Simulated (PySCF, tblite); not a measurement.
**C2H6Si (triplet), a cluster model of a defect: EPR parameters**

What EPR parameters should one expect for `[CH]C[SiH3]`? It is drawn as: twofold C.

Computed with tblite 0.8.0 and PySCF 2.14.0; each step states its level. No surroundings beyond the atoms listed, unless a continuum is named. Atoms count from 0, parts from 1.

### 1 Starting point

9 atoms, charge 0, multiplicity 3; geometry: distance geometry start.

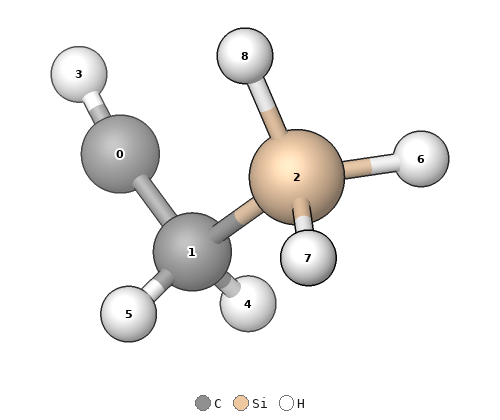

The starting geometry (carbon grey, silicon light orange, hydrogen white), atoms numbered.

### 2 Geometry optimisation with GFN2-xTB

Job settings and geometry (Å):

```
{"job": {"kind": "relax", "xc": "GFN2-xTB", "basis": "xTB"}, "charge": 0, "multiplicity": 3}
C      1.842541     0.973200     0.682187
C      0.835954     0.306457    -0.156568
Si    -0.354898     1.532941    -0.786534
H      2.448580     1.596283     1.221905
H      0.314533    -0.401937     0.417371
H      1.317543    -0.187071    -0.945944
H     -1.501444     1.603923     0.066546
H     -0.794828     1.143408    -2.100337
H      0.272780     2.834761    -0.863720
```

Method: GFN2-xTB geometry optimisation, gas phase.

Started as:

```console
> OMP_NUM_THREADS=1 python cluster_run.py task.json out
```

The driver reads the jobs from task.json and runs them one after another.

Log:

```text
step      E/eV     max force
  0    -240.89498    3.267
  1    -241.10199    1.843
  2    -241.17406    0.793
  3    -241.21254    0.778
  4    -241.24578    0.776
  5    -241.27268    0.560
  6    -241.29666    0.675
  7    -241.32768    0.742
  8    -241.35547    0.425
  9    -241.36543    0.326
 10    -241.37381    0.355
 11    -241.37920    0.287
 12    -241.38406    0.193
 13    -241.38735    0.181
 14    -241.39017    0.154
 15    -241.39295    0.168
 16    -241.39641    0.270
 17    -241.40101    0.282
 18    -241.40504    0.208
 19    -241.40714    0.100
 20    -241.40829    0.110
 21    -241.40975    0.142
 22    -241.41216    0.174
 23    -241.41518    0.207
 24    -241.41766    0.137
 25    -241.41930    0.121
 26    -241.42037    0.111
 27    -241.42157    0.123
 28    -241.42338    0.175
 29    -241.42632    0.206
 30    -241.43028    0.229
 31    -241.43388    0.186
 32    -241.43565    0.096
 33    -241.43626    0.125
 34    -241.43671    0.059
 35    -241.43719    0.058
 36    -241.43825    0.096
 37    -241.43878    0.089
 38    -241.43950    0.074
 39    -241.44014    0.085
 40    -241.44138    0.148
 41    -241.44341    0.204
 42    -241.44580    0.176
 43    -241.44720    0.081
 44    -241.44774    0.043
 45    -241.44789    0.041
 46    -241.44803    0.037
 47    -241.44819    0.042
 48    -241.44866    0.034
 49    -241.44902    0.050
 50    -241.44943    0.072
 51    -241.44976    0.072
 52    -241.45014    0.049
 53    -241.45044    0.039
 54    -241.45063    0.041
 55    -241.45088    0.060
 56    -241.45118    0.061
 57    -241.45157    0.050
 58    -241.45191    0.040
 59    -241.45211    0.034
 60    -241.45222    0.031
 61    -241.45235    0.034
 62    -241.45260    0.040
 63    -241.45292    0.036
 64    -241.45317    0.032
 65    -241.45331    0.032
 66    -241.45340    0.030
 67    -241.45349    0.027
 68    -241.45365    0.028
 69    -241.45384    0.044
 70    -241.45400    0.036
 71    -241.45413    0.049
 72    -241.45422    0.026
 73    -241.45430    0.019
 74    -241.45437    0.020
 75    -241.45441    0.012
 76    -241.45443    0.009
 77    -241.45443    0.005
```

It took 1.3 s on 1 thread of Arm Neoverse N1, shared host.

The steps of the relaxation:

| step | energy from step 0 (eV) | largest force (eV/Å) |
| --- | --- | --- |
| 0 | 0.0000 | 3.2672 |
| 3 | -0.3176 | 0.7785 |
| 6 | -0.4017 | 0.6750 |
| 9 | -0.4704 | 0.3255 |
| 12 | -0.4891 | 0.1934 |
| 15 | -0.4980 | 0.1686 |
| 18 | -0.5101 | 0.2086 |
| 21 | -0.5148 | 0.1417 |
| 24 | -0.5227 | 0.1372 |
| 27 | -0.5266 | 0.1232 |
| 30 | -0.5353 | 0.2292 |
| 33 | -0.5413 | 0.1248 |
| 36 | -0.5433 | 0.0965 |
| 39 | -0.5452 | 0.0857 |
| 42 | -0.5508 | 0.1763 |
| 45 | -0.5529 | 0.0414 |
| 48 | -0.5537 | 0.0337 |
| 51 | -0.5548 | 0.0727 |
| 54 | -0.5556 | 0.0409 |
| 57 | -0.5566 | 0.0504 |
| 60 | -0.5572 | 0.0313 |
| 63 | -0.5579 | 0.0360 |
| 66 | -0.5584 | 0.0304 |
| 69 | -0.5589 | 0.0439 |
| 72 | -0.5592 | 0.0264 |
| 75 | -0.5594 | 0.0124 |
| 77 | -0.5594 | 0.0049 |

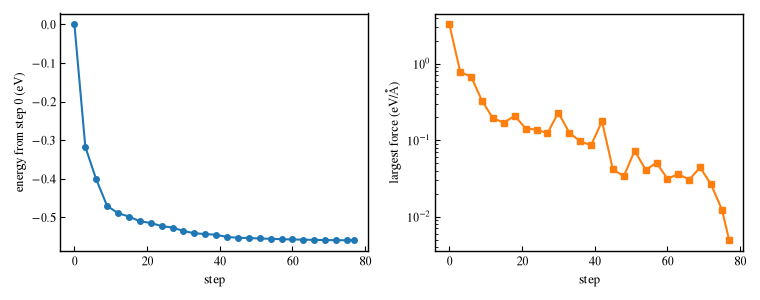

Energy and force, step by step.

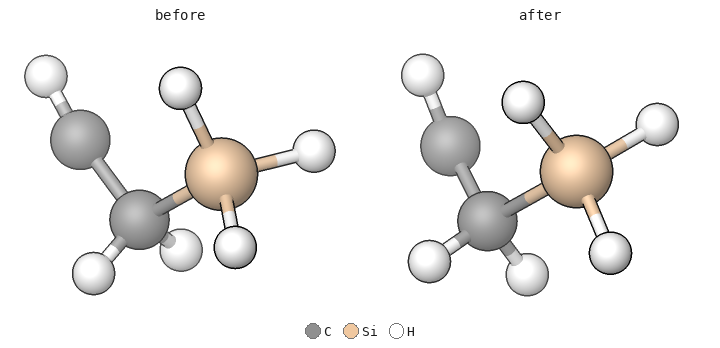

The geometry before (left) and after (right).

Close pairs (by a distance rule), those that changed most:

| bond | before (Å) | after (Å) | change (Å) |
| --- | --- | --- | --- |
| C1–Si2 | 1.822 | 1.946 | +0.124 |
| C1–H5 | 1.048 | 1.103 | +0.055 |
| C0–C1 | 1.470 | 1.421 | -0.049 |
| C1–H4 | 1.050 | 1.095 | +0.045 |
| C0–H3 | 1.023 | 1.067 | +0.044 |
| Si2–H6 | 1.431 | 1.460 | +0.029 |
| Si2–H7 | 1.439 | 1.464 | +0.025 |
| Si2–H8 | 1.447 | 1.463 | +0.015 |

### 3 Geometry optimisation at PBE0-D3(BJ)/def2-SVP

Job settings and geometry (Å):

```
{"job": {"xc": "PBE0", "basis": "def2-SVP", "d3": "d3bj", "grid": 2, "kind": "geom", "shake": 0.01}, "charge": 0, "multiplicity": 3}
C      1.200880    -0.309113     1.252062
C      0.440112    -0.766280     0.127123
Si    -0.863636     0.543969    -0.521600
H      1.686983     0.650252     1.459205
H     -0.116718    -1.672105     0.380872
H      1.094450    -1.037133    -0.716956
H     -1.762295     0.837276     0.575174
H     -1.529948    -0.017997    -1.669659
H     -0.105580     1.747982    -0.894770
```

Log:

```text
step   0  E = -368.79777010  max force = 0.031600
step   1  E = -368.80144014  max force = 0.007804
step   2  E = -368.80168844  max force = 0.002555
step   3  E = -368.80172545  max force = 0.000595
step   4  E = -368.80172906  max force = 0.000232
optimisation converged
```

Run time: 33 s. Hardware: 1 thread of Arm Neoverse N1, shared host; peak memory 0.41 GiB.

Step by step:

| step | energy from step 0 (eV) | largest force component (eV/Å) |
| --- | --- | --- |
| 0 | 0.0000 | 1.6249 |
| 1 | -0.0999 | 0.4013 |
| 2 | -0.1066 | 0.1314 |
| 3 | -0.1076 | 0.0306 |
| 4 | -0.1077 | 0.0119 |

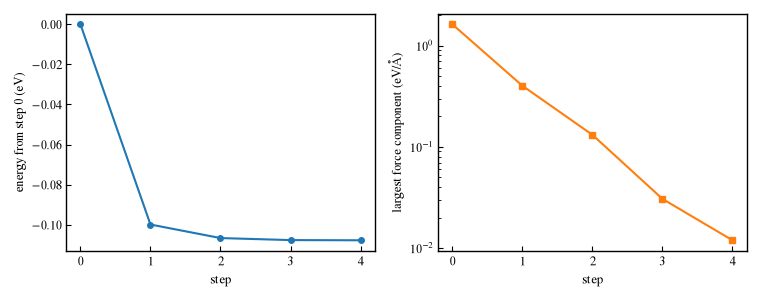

Energy and largest force along the relaxation.

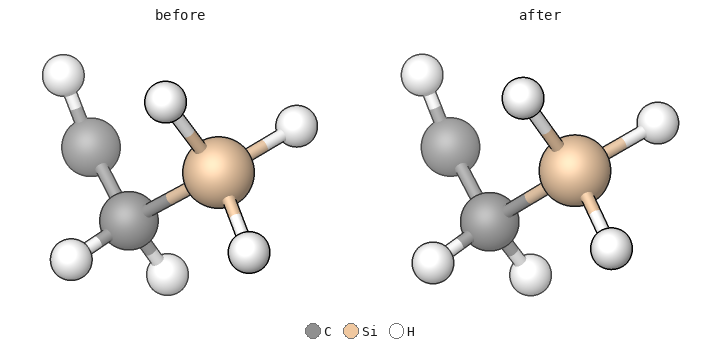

Before and after, at one scale.

Distances of close pairs at the start and the end, largest changes first:

| bond | before (Å) | after (Å) | change (Å) |
| --- | --- | --- | --- |
| Si2–H7 | 1.441 | 1.497 | +0.055 |
| C1–Si2 | 1.959 | 1.906 | -0.053 |
| Si2–H6 | 1.448 | 1.493 | +0.045 |
| C0–C1 | 1.433 | 1.458 | +0.025 |
| Si2–H8 | 1.471 | 1.494 | +0.024 |
| C1–H4 | 1.093 | 1.106 | +0.013 |
| C1–H5 | 1.102 | 1.111 | +0.009 |
| C0–H3 | 1.095 | 1.092 | -0.003 |

The final coordinates are the input of the step that follows.

| at the end point | value |
| --- | --- |
| point group (found at 0.08 Å tolerance) | C1 |
| rotational constants (GHz, main isotopes) | 25.375, 5.630, 5.047 |
| dipole moment (D) | 0.61 |
| ⟨S²⟩ | 2.008 |

### 4 EPR parameters: B3LYP/IGLO-III+pcH-1

Job settings and geometry (Å):

```
{"job": {"kind": "epr"}, "charge": 0, "multiplicity": 3}
C      1.191386    -0.326861     1.238852
C      0.409294    -0.793933     0.100818
Si    -0.824474     0.526958    -0.503041
H      1.691532     0.613560     1.481291
H     -0.177459    -1.692651     0.367445
H      1.046187    -1.090588    -0.759258
H     -1.789144     0.853087     0.589099
H     -1.579698     0.034062    -1.697517
H     -0.079948     1.766827    -0.879603
```

With the program's defaults for keys left out, this is: UKS B3LYP, IGLO-III on C Si, pcH-1 on H, non-relativistic, mean-field spin-orbit, GIAO.

Log:

```text
UKS, coarse grid
  cycle   1  E = -369.21004335  |g| = 2.07e-01
  cycle   2  E = -369.21263875  |g| = 2.05e-01
  cycle   3  E = -369.23323539  |g| = 3.86e-02
  cycle   4  E = -369.23415563  |g| = 1.03e-02
  cycle   5  E = -369.23422142  |g| = 4.08e-03
  cycle   6  E = -369.23423134  |g| = 1.70e-03
  cycle   7  E = -369.23423338  |g| = 4.17e-04
UKS, final grid
  cycle   1  E = -369.23424653  |g| = 4.25e-04
  cycle   2  E = -369.23424650  |g| = 4.87e-04
  cycle   3  E = -369.23424663  |g| = 3.83e-05
  cycle   4  E = -369.23424663  |g| = 1.50e-05
E = -369.23424663 Eh   <S^2> = 2.0068 (exact 2.0000)
g shifts (ppm)      1          2          3
  rmc          -141       -141       -141
  gc             23        -14         13
  oz_so        -165        328        369
  total        -283        173        241
hyperfine (MHz)  atom isotope    a_iso     a_fc   dipolar eigenvalues
    0   13C     229.48     229.65    -74.14     26.88     47.27
    1   13C     -12.83     -12.83     -4.00     -2.87      6.87
    2  29Si     -69.26     -69.34    -10.13      4.46      5.68
    3    1H       4.16       4.15    -21.57    -14.57     36.14
    4    1H      53.38      53.38     -5.27     -5.03     10.30
    5    1H      85.32      85.32     -5.07     -3.15      8.22
    6    1H      -2.07      -2.07     -2.40     -1.52      3.92
    7    1H      18.15      18.14     -1.52     -0.96      2.48
    8    1H      -2.23      -2.23     -2.25     -1.57      3.82
zero-field splitting (cm-1)  D = 0.6964  E = 0.0459  (spin-spin 0.6675, spin-orbit 0.0290)
```

Run time: 35 s. Hardware: 1 thread of Arm Neoverse N1, shared host; peak memory 0.51 GiB.

Principal g values 2.00204, 2.00249, 2.00256; g(iso) = 2.00236, against 2.00232 for a free electron.

Hyperfine couplings, nucleus by nucleus at this fixed geometry (no averaging over rotations):

| nuclei | isotope | a(iso) (MHz) | a(iso) (G, at g = 2.0023) | largest dipolar term (MHz) |
| --- | --- | --- | --- | --- |
| C0 | 13C | 229.5 | 81.9 | -74.1 |
| H5 | 1H | 85.3 | 30.4 | 8.2 |
| Si2 | 29Si | -69.3 | -24.7 | -10.1 |
| H4 | 1H | 53.4 | 19.0 | 10.3 |
| H7 | 1H | 18.1 | 6.5 | 2.5 |
| C1 | 13C | -12.8 | -4.6 | 6.9 |
| H3 | 1H | 4.2 | 1.5 | 36.1 |
| H8 | 1H | -2.2 | -0.8 | 3.8 |
| H6 | 1H | -2.1 | -0.7 | 3.9 |

Zero-field splitting: D = 0.696 cm⁻¹ (spin-spin 0.668, spin-orbit 0.029), E = 0.046 cm⁻¹.

Mulliken spin populations:

| atom | value (e) |
| --- | --- |
| C0 | 1.92 |
| C1 | -0.11 |
| Si2 | 0.08 |
| H3 | -0.03 |
| H4 | 0.04 |
| H5 | 0.08 |
| H6 | 0.00 |
| H7 | 0.02 |
| H8 | 0.00 |

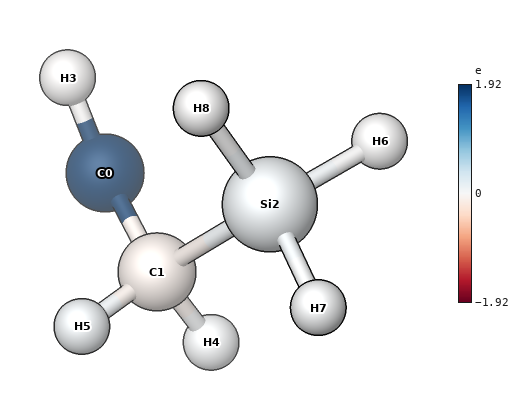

Mulliken spin populations, as colours on the atoms.

### 5 EPR parameters: BHandHLYP/IGLO-III+pcH-1

The job, as its differences from that of step 4:

```diff
@@ -1,2 +1,2 @@
-{"job": {"kind": "epr"}, "charge": 0, "multiplicity": 3}
+{"job": {"kind": "epr", "xc": "BHandHLYP"}, "charge": 0, "multiplicity": 3}
 C      1.191386    -0.326861     1.238852
```

With the program's defaults for keys left out, this is: UKS BHandHLYP, IGLO-III on C Si, pcH-1 on H, non-relativistic, mean-field spin-orbit, GIAO.

Log:

```text
UKS, coarse grid
  cycle   1  E = -369.12742861  |g| = 1.67e-01
  cycle   2  E = -369.15150889  |g| = 7.02e-02
  cycle   3  E = -369.15466753  |g| = 3.33e-02
  cycle   4  E = -369.15560774  |g| = 1.04e-02
  cycle   5  E = -369.15571673  |g| = 4.20e-03
  cycle   6  E = -369.15573559  |g| = 1.06e-03
  cycle   7  E = -369.15573693  |g| = 3.88e-04
UKS, final grid
  cycle   1  E = -369.15574538  |g| = 2.71e-04
  cycle   2  E = -369.15574541  |g| = 2.05e-04
  cycle   3  E = -369.15574543  |g| = 3.87e-05
  cycle   4  E = -369.15574543  |g| = 1.14e-05
E = -369.15574543 Eh   <S^2> = 2.0094 (exact 2.0000)
g shifts (ppm)      1          2          3
  rmc          -141       -141       -141
  gc             23        -16         14
  oz_so        -164        304        345
  total        -282        147        218
hyperfine (MHz)  atom isotope    a_iso     a_fc   dipolar eigenvalues
    0   13C     256.65     256.81    -74.35     26.82     47.53
    1   13C     -17.12     -17.12     -3.86     -2.95      6.81
    2  29Si     -65.93     -66.01     -9.69      4.13      5.55
    3    1H      -2.36      -2.36    -22.14    -14.82     36.96
    4    1H      51.94      51.94     -5.29     -5.09     10.38
    5    1H      84.82      84.82     -4.84     -3.35      8.19
    6    1H      -2.10      -2.10     -2.36     -1.58      3.94
    7    1H      16.65      16.65     -1.44     -0.94      2.37
    8    1H      -2.27      -2.27     -2.22     -1.62      3.83
zero-field splitting (cm-1)  D = 0.7250  E = 0.0498  (spin-spin 0.6918, spin-orbit 0.0335)
```

It took 37 s on 1 thread of Arm Neoverse N1, shared host; peak memory 0.52 GiB.

In short: g(iso) 2.00235.

### 6 Comparing the runs: EPR parameters

g, ⟨S²⟩ and isotropic hyperfine couplings (MHz), with basis size and wall time:

| run | g(iso) | ⟨S²⟩ | 13C C0 | 1H H5 | 29Si Si2 | 1H H4 | 1H H7 | functions | time |
| --- | --- | --- | --- | --- | --- | --- | --- | --- | --- |
| B3LYP/IGLO-III+pcH-1 | 2.00236 | 2.007 | 229.5 | 85.3 | -69.3 | 53.4 | 18.1 | 174 | 35 s |
| BHandHLYP/IGLO-III+pcH-1 | 2.00235 | 2.009 | 256.6 | 84.8 | -65.9 | 51.9 | 16.7 | 174 | 37 s |

### 7 Outcome

| quantity | value |
| --- | --- |
| point group | C1 |
| rotational constants (main isotopes) | 25.37, 5.63, 5.05 GHz |
| D, E (B3LYP) | 0.696, 0.046 cm⁻¹ |
| g(iso) (B3LYP) | 2.00236 |
| ⟨S²⟩ | 2.007 (exact 2.00) |
| largest a(iso) | 13C on C0, 229.5 MHz |

What this shows: Over 4 steps the energy fell by 0.108 eV; of the close pairs, Si2–H7 changed most, 1.441 to 1.497 Å (PBE0/def2-SVP). No frequency check was run at this level, so the end point may be a saddle. C0 carries the largest spin population, 1.92 e. The isotropic g lies 0.0 ppt above the free-electron value. The coupling of 13C on C0 runs from 229.5 (B3LYP/IGLO-III+pcH-1) to 256.6 MHz (BHandHLYP/IGLO-III+pcH-1). The triplet was assumed; the singlet may lie lower.
